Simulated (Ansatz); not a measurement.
B2Zr2 (quintet)

Input file:

```
crystal:
  periodic: [false, false, false]
  atoms:
    - {symbol: Zr, position_ang: [-1.096936, 1.015770, -0.426759]}
    - {symbol: Zr, position_ang: [-0.348140, -1.508109, 0.146868]}
    - {symbol: B, position_ang: [0.910744, 0.128289, -0.624416]}
    - {symbol: B, position_ang: [0.534322, 0.364060, 0.904307]}
basis:
  gaussian: {orbitals: def2-TZVP, initial_orbitals: start.molden}
magnetization: {spin_polarized: true, initial_magnetization: 4}
hamiltonian: {xc: pbe0, dispersion: d4}
scf: {omitted_lower_state_checks: [starts]}
output: {orbitals: {seedname: orbitals}}
```

Launched as:

```sh
ansatz run in.yaml --threads 4 --pin off --events-out ev --progress --plain --max-ram 3916MiB
```

Geometry: PBE0-D4/def2-TZVP; core potentials replace the inner electrons of Zr.

The calculation used Ansatz, UKS PBE0-D4/def2-TZVP.

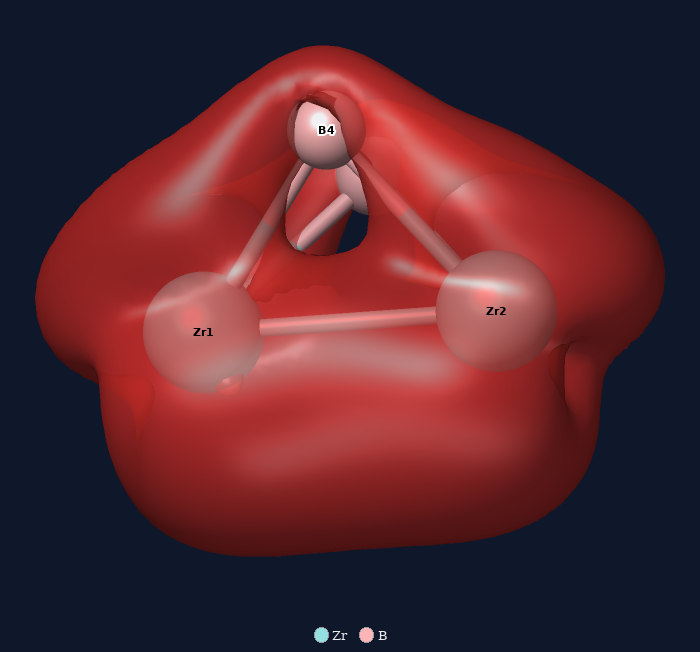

Figure 1. Isosurface of the spin density (α minus β) at +0.03 e/Å³ (red), seen at a tilt.

Q: Describe the spin distribution.

A: The unpaired spin (4 electrons) lies mostly on Zr1 (about 1.8), Zr2 (about 1.8), B3 (about 0.2) and B4 (about 0.2), in electrons by Hirshfeld's partition.

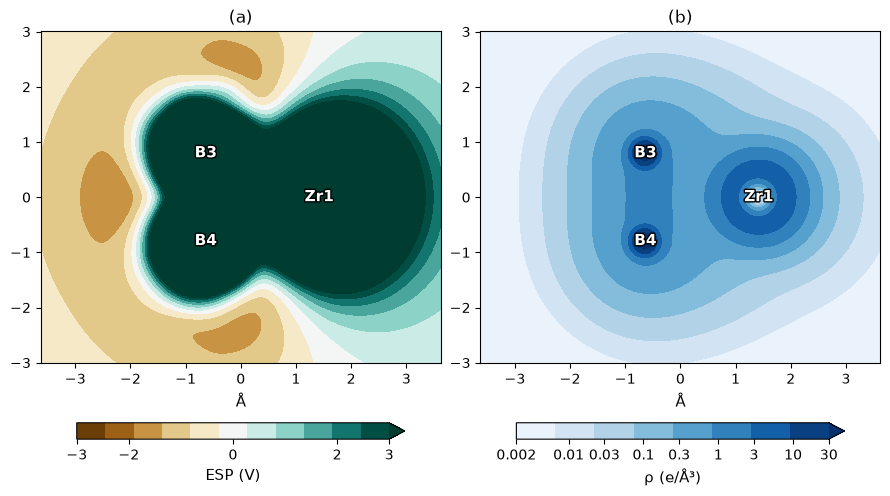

Figure 2. (a) molecular electrostatic potential; (b) electron density on the plane of atoms B3, Zr1 and B4.

Q: What do the fields say about this system?

A: The section cuts through Zr and B sites. B–B (1.59 Å): ρ is about 1 e/Å³ halfway. Zr–B (2.20 Å): ρ at the midpoint is about 0.61 e/Å³. Outside the dense part of the molecule the potential is most negative (−1.7 V) near Zr1.

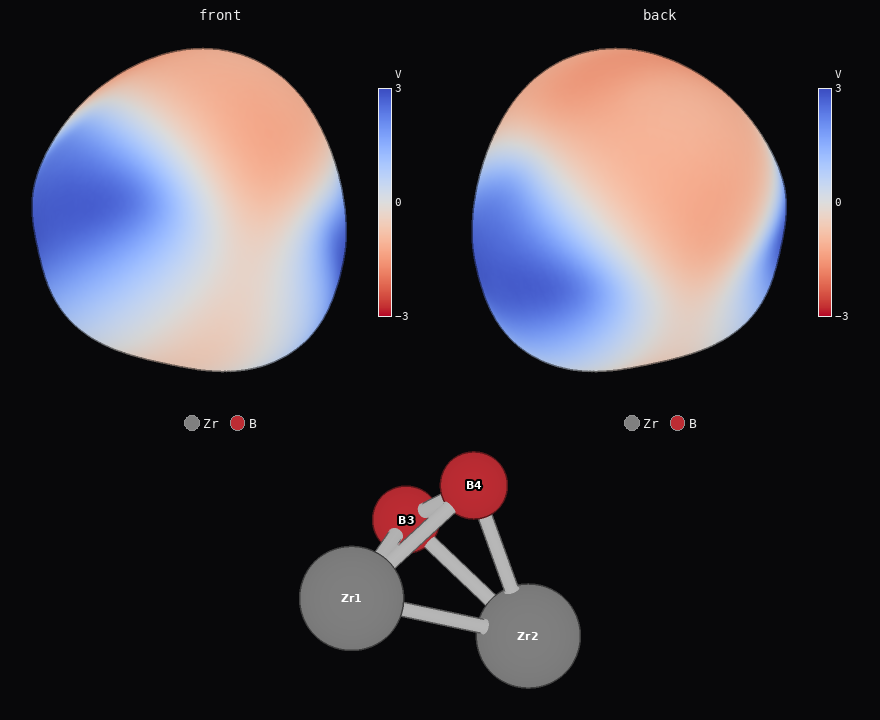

Figure 3. The molecular electrostatic potential painted on the density surface at 0.001 e/bohr³, seen from the front and from behind; the colour scale runs from red (negative) to blue (positive). The bare structure is drawn below in the same view.

Q: Which sites attract a positive test charge, and which a negative one?

A: A positive charge is drawn to the negative regions and a negative charge to the positive ones. The most negative region (about −1.4 V) lies over B3, the most positive (about +2.8 V) over Zr1 and Zr2.
